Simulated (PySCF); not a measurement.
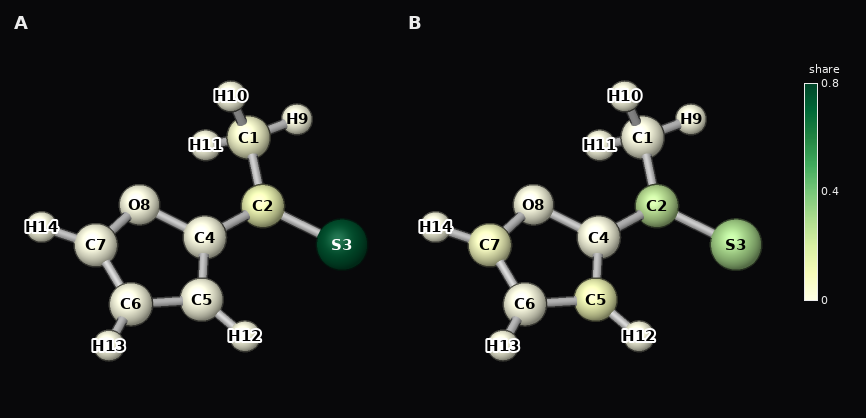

Each panel colours the atoms by their Löwdin share in one orbital (up to four of the largest shares; other atoms are shown as zero). The computed structure is the end point of a GFN2-xTB optimisation. No frequency run is at hand to confirm it as a minimum. Level of theory: CAM-B3LYP/def2-SVPD (PySCF 2.14.0).

**The panels show the HOMO, LUMO, in some order. Which is which?**

A: HOMO, −7.64 eV; S3 0.76, C2 0.12, C1 0.05
B: LUMO, −1.51 eV; S3 0.30, C2 0.27, C5 0.11, C7 0.08
